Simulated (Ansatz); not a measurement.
# PH₂+ (singlet): from Hartree-Fock to the top rungs at distance P1–H3 = 1.929 Å, cc-pVDZ

Aim: climb from Hartree-Fock through coupled cluster and multireference methods for PH₂+ (singlet) at one geometry and basis, and see what each rung misses.

The runs use Ansatz 0.2.0, Gaussian basis; cc-pVDZ, core rule «outside noble gas», up to 5 orbitals frozen.

Plan: UHF; CCSD(T) on RHF; CCSD(T) on UHF; BCCD(T) on RHF; CISD; CCSDT(Q) on RHF; CCSDT(Q) on UHF; CCSDTQ on RHF; CASSCF and MRCISD+Q, 2 electrons in 2 orbitals; CASSCF and NEVPT2, 2 electrons in 2 orbitals; CASSCF and MRCISD+Q, 6 electrons in 6 orbitals; CASSCF and NEVPT4(SD), 6 electrons in 6 orbitals; CASSCF and NEVPT2, 6 electrons in 6 orbitals; Full CI.

9 further runs of the same task are left out: 9 that didn't finish. Runs told in other sessions of the task aren't counted.

**1. The geometry**

The geometry derives from a PBE0/def2-TZVP stationary point (not a proven minimum). One bond is set to the value named and the two fragments are kept rigid.

3 atoms, charge 1, spin multiplicity 1.

Atoms are counted from 1 here; the program's logs count them from 0.

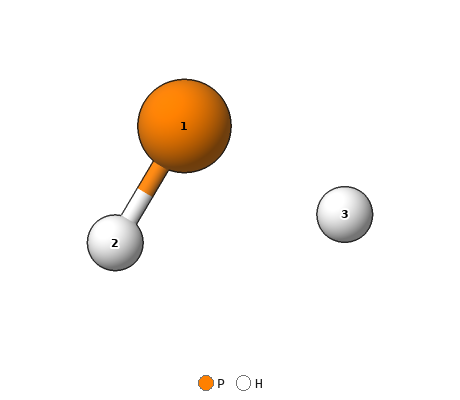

The structure; phosphorus orange, hydrogen white; atoms are numbered from 1 in the order of the file.

**2. UHF**

Input file in.yaml:

```yaml
crystal:
  periodic: [false, false, false]
  atoms:
    - {symbol: P, position_ang: [0.000000, -0.071461, -0.010958]}
    - {symbol: H, position_ang: [0.000000, 0.923934, -1.036514]}
    - {symbol: H, position_ang: [0.000000, 1.272039, 1.373256]}
basis:
  gaussian: {orbitals: cc-pVDZ}
total_charge: 1
magnetization: {spin_polarized: true, initial_magnetization: 0}
hamiltonian: {xc: hf}
output: {orbitals: {seedname: orbitals}}
```

On the command line:

```sh
$ ansatz run in.yaml --threads 1 --pin off --events-out ev --progress --plain --max-ram 2393MiB
```

Further steps of the session: CCSD(T) on RHF; CCSD(T) on UHF; BCCD(T) on RHF; CISD; CCSDT(Q) on RHF; CCSDT(Q) on UHF; CCSDTQ on RHF; CASSCF and MRCISD+Q, 2 electrons in 2 orbitals; CASSCF and NEVPT2, 2 electrons in 2 orbitals; CASSCF and MRCISD+Q, 6 electrons in 6 orbitals; CASSCF and NEVPT4(SD), 6 electrons in 6 orbitals; CASSCF and NEVPT2, 6 electrons in 6 orbitals; Full CI.

Q: Predict the results of all the runs planned. Wanted: FCI from the RHF energy; RMP2 from FCI; UMP2 from FCI; RCCSD from FCI; RCCSD(T) from FCI; UCCSD(T) from FCI; RCCSDT(Q) from FCI; UCCSDT(Q) from FCI; NEVPT2 pair from FCI.

The runs gave:

```
                         quantity                                                                                                        value
          FCI from the RHF energy                                                                                                   -3.8367 eV
                    RMP2 from FCI                                                                                                  +1047.0 meV
                    UMP2 from FCI                                                                                                  +1188.1 meV
                   RCCSD from FCI                                                                                                   +119.5 meV
                RCCSD(T) from FCI                                                                                                    +27.6 meV
                UCCSD(T) from FCI                                                                                                    +31.5 meV
               RCCSDT(Q) from FCI                                                                                                     +1.1 meV
               UCCSDT(Q) from FCI                                                                                                     +1.6 meV
             NEVPT2 pair from FCI                                                                                                   +779.3 meV
           MRCISD+Q pair from FCI                                                                                                    -41.0 meV
          NEVPT2 valence from FCI                                                                                                   +540.2 meV
levels within 1 kcal/mol (43 meV)  RCCSD(T), UCCSD(T), BCCD(T), RCCSDT, UCCSDT, RCCSDT(Q), UCCSDT(Q), RCCSDTQ, MRCISD+Q pair, MRCISD+Q valence
                    T1 diagnostic                                                                                                        0.017
   effectively unpaired electrons                                                                                                         0.14
```

**Reading.** RCCSD(T) lands +27.6 meV from the yardstick (0.7 % of the correlation energy). MRCISD+Q pair falls below full CI: the +Q correction isn't variational, and the cores differ from full CI's. One determinant dominates. Of the multireference levels listed MRCISD+Q valence comes nearest in total energy (+8.6 meV), which doesn't show that its space is the better one. These misses are within one basis, not against nature.
